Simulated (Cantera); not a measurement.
Feed: 1 mol Si, 1.4 mol Cl2, 9.7 mol H2, held at 0.100 bar.

Equilibrium computed with Cantera from the NASA thermochemical tables; the gas is ideal and each condensed phase is pure. Candidate condensed phases: Si; 19 gas species. The tables' values for SiCl3, SiCl are old estimates; treat these amounts as uncertain. Kinetics and transport are ignored.

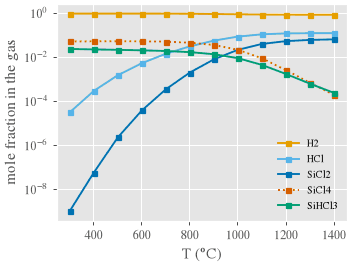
Fig. 1. Equilibrium gas composition (values under 1e-9 drawn at 1e-9)

Q: Read off the mole fractions at 1302 °C.

A: H2 about 0.82, HCl about 0.12, SiCl2 about 0.059, SiCl4 about 0.00066, SiHCl3 about 0.00061.
